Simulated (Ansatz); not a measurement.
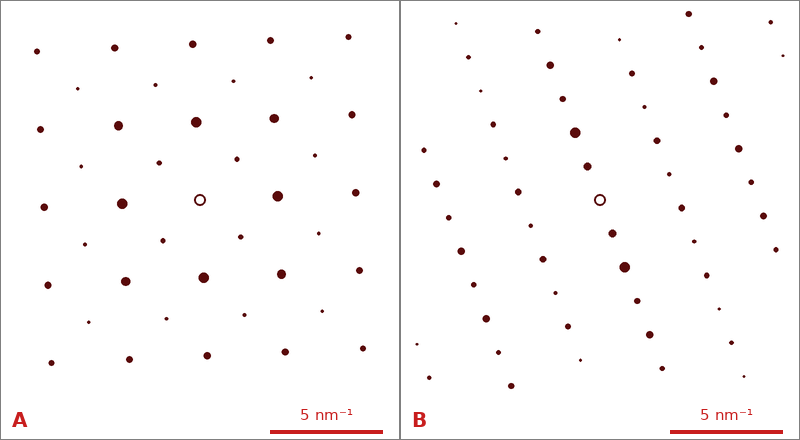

Kinematic electron diffraction patterns (200 kV, B = 0.5 Å², same scale, each along a low-index zone) of two structures of composition Rb2Ir, each relaxed at zero pressure with DFT PBE, scalar-relativistic, plane waves, PAW in Ansatz 0.2.0.

The structures (standard cells):
1. Fm-3m (No. 225), a = 8.062 Å, 12 atoms; generated start, possibly hypothetical
2. P4/mmm (No. 123), a = 6.190 Å, c = 3.006 Å, 3 atoms; generated start, possibly hypothetical

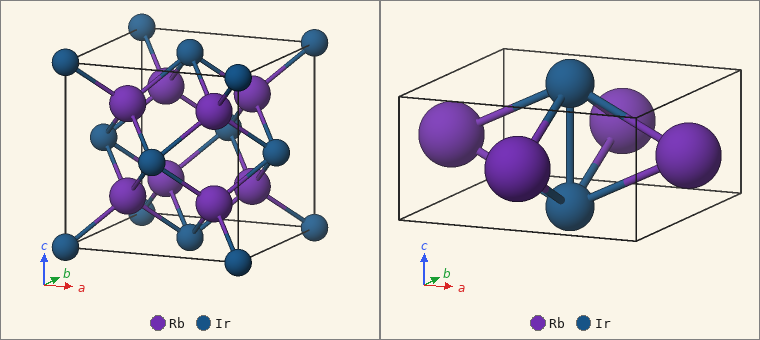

Drawings of the structures 1 to 2, from left to right (each may span several cells).

Which pattern belongs to which structure, and along which zone?

A is structure 1 along [001] or an equivalent direction: square net of 2 0 0 at d = 4.03 Å and 0 2 0 at d = 4.03 Å, 90.0° apart. B is structure 2 along [100] or an equivalent direction: rectangular net of 0 1 0 at d = 6.19 Å and 0 0 1 (weak) at d = 3.01 Å, 90.0° apart.

Which structure lies lowest at this level of theory, and by how much?

Structure 2 (P4/mmm, 38.39 Å³ an atom) is the lowest of these; structure 1 (Fm-3m, 43.66 Å³ an atom) lies about 150 meV an atom higher. These are static energies at 0 K; other structures, not shown, may lie lower still.
